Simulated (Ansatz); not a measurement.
**CH4BO (charge +1): density, localisation and related maps**

| atom | x (Å) | y (Å) | z (Å) |
| --- | --- | --- | --- |
| C | -2.6831 | 0.1802 | 0.1716 |
| B | -0.5503 | -0.3463 | 1.4887 |
| O | -1.5318 | 0.0951 | 0.5885 |
| H | -0.3391 | 0.3965 | 2.3855 |
| H | -0.0365 | -1.3697 | 1.1896 |
| H | -2.8532 | 0.7654 | -0.7342 |
| H | -3.4980 | -0.3191 | 0.7016 |

Geometry: PBE0-D4/def2-TZVP.

The calculation used isolated molecule in a Gaussian basis; Kohn-Sham density functional theory, functional PBE0 (Ansatz).

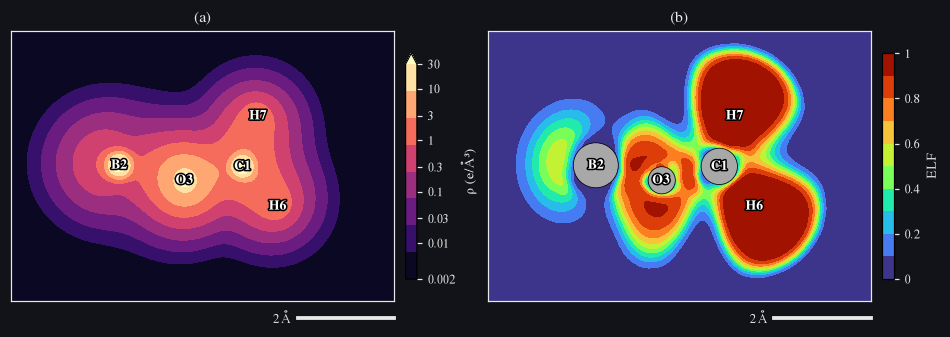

Figure 1. (a) electron density; (b) ELF on the plane of atoms O3, C1 and H6. Grey discs cover the atomic cores in the ELF map.

### Describe what can be read from this map.

Atoms in the plane: C, B, O and H. C–O (1.23 Å): ρ is about 3.1 e/Å³ halfway; the ELF peaks at about 0.85 between the atoms; a short, multiple covalent bond. B–O (1.40 Å): ρ at the midpoint is about 1.8 e/Å³; the ELF peaks at about 0.90 between the atoms; a shared but strongly polarised pair. C–H (1.09 Å): ρ is about 2.2 e/Å³ halfway; the ELF climbs to about 1 towards the hydrogen, as it does in any bond to H (an ordinary covalent bond to hydrogen). The ELF also peaks beside O3, away from the bonds: lone-pair regions.

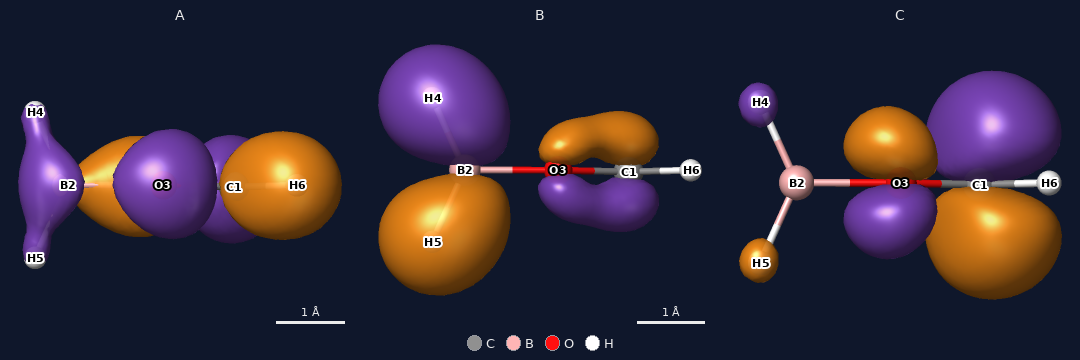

Figure 2. Three frontier orbitals at ±0.15 Å⁻³ᐟ² (orange and purple are the two phases), in no order.

### Which picture is the HOMO−1, the HOMO and the LUMO?

A is the HOMO−1 (−17.24 eV). It lies mainly on O3 (about 40 %), C1 (about 20 %), H6 (about 10 %), H7 (about 10 %) and B2 (about 10 %). B is the HOMO (−16.00 eV). Its weight (Hirshfeld) is mainly on B2 (about 40 %), H4 (about 25 %), H5 (about 25 %), C1 (about 10 %) and O3 (about 5 %). C is the LUMO (−9.31 eV). Its weight (Hirshfeld) is mainly on C1 (about 55 %), O3 (about 25 %) and H7 (about 5 %).

### What is the HOMO–LUMO gap?

6.69 eV between the orbital energies.

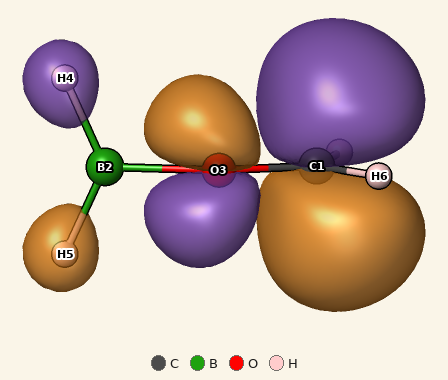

Figure 3. The LUMO at ±0.1 Å⁻³ᐟ² (orange and purple are the two phases), seen at a tilt.

### What is the character of this orbital?

By Hirshfeld shares it lies mainly on C1 (about 55 %), O3 (about 25 %) and H7 (about 5 %). Its energy is −9.31 eV.
